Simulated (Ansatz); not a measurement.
**C3H4FGa (SMILES C#[C][Ga]([CH3])[F]): density, localisation and related maps**

```xyz
9

C    -0.5650    0.3844   -0.0259
C     0.2397    0.2660    0.8787
C     1.1446   -0.5984    4.1581
F     3.1104    0.5317    1.9258
Ga    1.4594    0.0568    2.3376
H    -1.2618    0.4931   -0.8282
H     0.0741   -0.6727    4.3651
H     1.5998   -1.5884    4.2661
H     1.6140    0.0753    4.8808
```

Geometry: B3LYP/6-31G*.

Computed with Ansatz, isolated molecule in a Gaussian basis; Kohn-Sham density functional theory, functional PBE0.

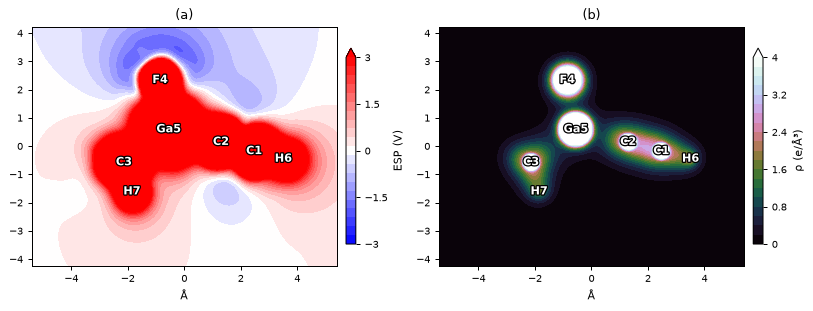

Figure 1. (a) molecular electrostatic potential; (b) electron density on the plane of atoms C2, Ga5 and F4.

### What do the fields say about this system?

- The section cuts through C, F, Ga and H sites.
- C–C (1.22 Å): the density is about 2.8 e/Å³ at the midpoint.
- Ga–F (1.77 Å): the density is about 0.87 e/Å³ at the midpoint.
- C–Ga (1.91 Å): ρ is about 0.82 e/Å³ halfway.
- C–H (1.07 Å): ρ at the midpoint is about 2.1 e/Å³.
- C–Ga (1.96 Å): the density is about 0.79 e/Å³ at the midpoint.
- Outside the dense part of the molecule the potential is most negative (−1.9 V) near F4.

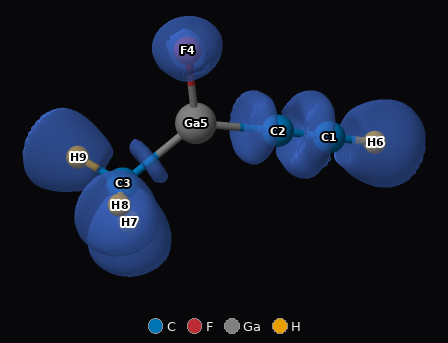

Figure 2. Isosurface of the electron localisation function at 0.8 (blue), seen at an oblique angle. Only the valence region is drawn (cores and ρ < 0.01 e/Å³ removed).

### What do the ELF domains correspond to?

The ELF exceeds this value in one region between bonded C–C atoms (shared pairs), four regions around hydrogen nuclei, two lobes of the valence shell of C pointing towards Ga (polar bonds) and one region wrapped around F (its valence shell).


C–C (1.22 Å): the ELF peaks at about 0.85 between the atoms: a short, multiple covalent bond. Ga–F (1.77 Å): the ELF peaks at about 0.80 in the valence shell of F, 0.5 Å from its nucleus, and is about 0.20 at the midpoint.

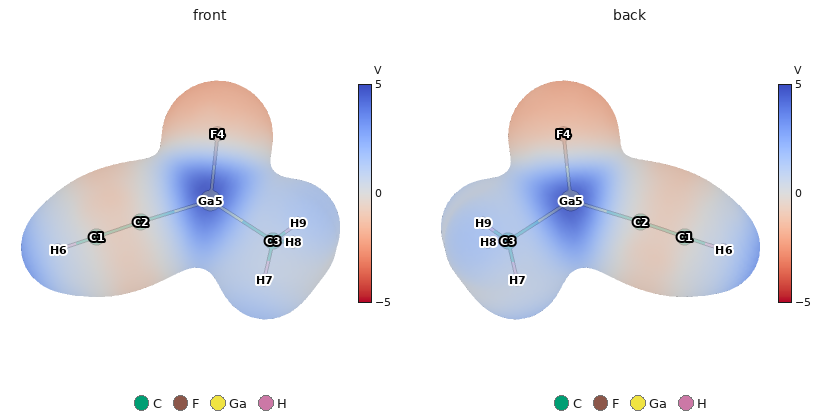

Figure 3. The electrostatic potential painted on the density surface at 0.004 e/bohr³, seen from the front and from behind; the colour scale runs from red (negative) to blue (positive).

### Where is the surface potential most negative and most positive?

The most negative region (about −1.8 V) lies over F4, the most positive (about +4.6 V) over Ga5.

### How polar is the molecule by this calculation?

Its dipole moment is 2.81 D.

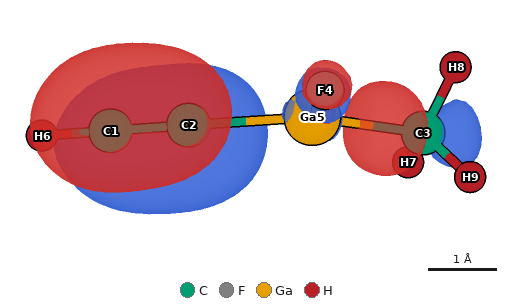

Figure 4. The HOMO at ±0.1 Å⁻³ᐟ² (red and blue are the two phases), seen from one side.

### Describe this orbital and give its energy.

Its weight (Hirshfeld) is mainly on C1 (about 45 %) and C2 (about 40 %); π-bonding across C1–C2. Its energy is −8.35 eV.
